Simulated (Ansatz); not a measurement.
**Cl$_{4}$Hf: density, localisation and related maps**

```json
{"atom": "Hf", "x (Å)": "0.0005", "y (Å)": "0.0000", "z (Å)": "0.0005"}
{"atom": "Cl", "x (Å)": "0.0002", "y (Å)": "0.0000", "z (Å)": "2.3537"}
{"atom": "Cl", "x (Å)": "2.2193", "y (Å)": "0.0000", "z (Å)": "-0.7837"}
{"atom": "Cl", "x (Å)": "-1.1087", "y (Å)": "1.9213", "z (Å)": "-0.7841"}
{"atom": "Cl", "x (Å)": "-1.1087", "y (Å)": "-1.9213", "z (Å)": "-0.7841"}
```

Core potentials replace the inner electrons of Hf.

The calculation used RHF/def2-SVP (Ansatz 0.2.0).

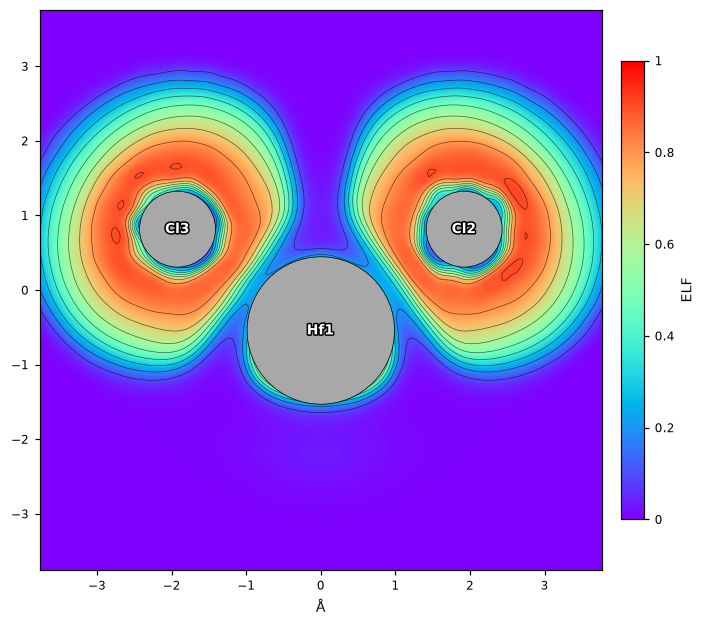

Figure 1. Electron localisation function on the plane of atoms Cl2, Hf1 and Cl3. Grey discs cover the atomic cores.

Read the bonding off the picture.

Answer.
- Atoms in the plane: Hf and Cl.
- Hf–Cl (2.35 Å): the ELF peaks at about 0.85 in the valence shell of Cl, 0.9 Å from its nucleus, and is about 0.35 at the midpoint.

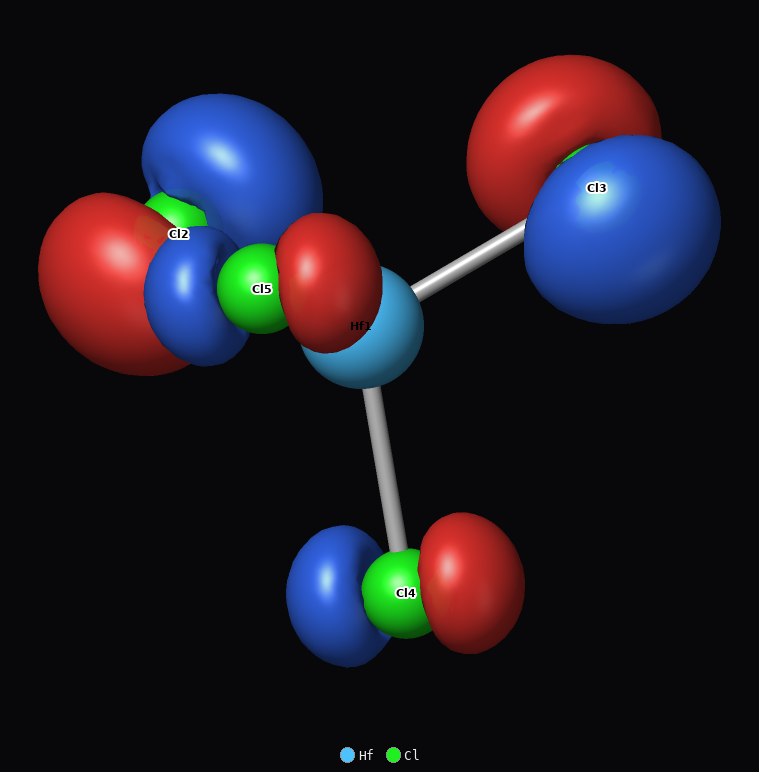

Figure 2. The HOMO at ±0.15 Å⁻³ᐟ² (red and blue are the two phases), seen at an oblique angle.

Describe this orbital and give its energy.

Answer. By Hirshfeld shares it lies mainly on Cl2 (about 35 %), Cl3 (about 35 %), Cl4 (about 10 %) and Cl5 (about 10 %); largely a combination of lone pairs on Cl2, Cl3, Cl4 and Cl5. It is one of a degenerate set, so its orientation is arbitrary. Its energy is −13.03 eV.
